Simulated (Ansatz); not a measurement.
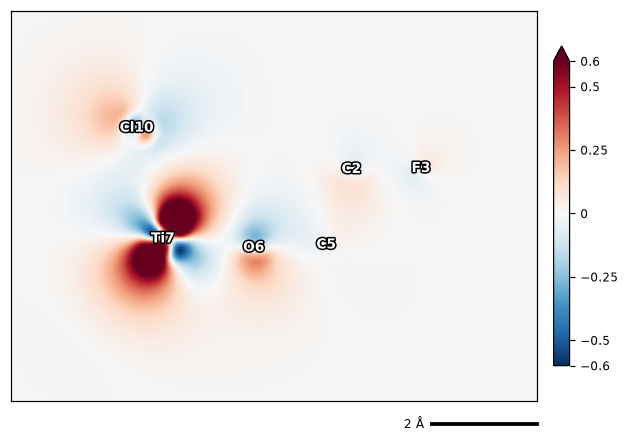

C2H2Cl3F3OTi (SMILES FC(F)(F)C[O][Ti]([Cl])([Cl])[Cl]). The LUMO on the plane of atoms C2, C5 and O6 (values in Å⁻³ᐟ²; the overall sign is arbitrary).

Geometry: PBE0-D4/def2-TZVP.

Computed with RKS PBE0-D4/def2-TZVPP (Ansatz).

```xyz
12

F     0.1904   -0.7301   -2.0550
C    -0.4336   -1.3552   -1.0573
F    -1.3440   -2.1791   -1.5845
F     0.4684   -2.0910   -0.4086
C    -1.1267   -0.3736   -0.1285
O    -0.2120    0.4928    0.4347
Ti    1.1102    1.4456    1.0376
Cl    1.2344    1.1780    3.1982
Cl    0.7390    3.5412    0.5606
Cl    2.9542    0.7800    0.0978
H    -1.6372   -0.9463    0.6513
H    -1.8661    0.1825   -0.7123
```

**Describe this orbital and give its energy.**

Its weight (Hirshfeld) is mainly on Ti7 (about 70 %), Cl8 (about 10 %), Cl9 (about 10 %) and Cl10 (about 5 %). Its energy is −3.21 eV.
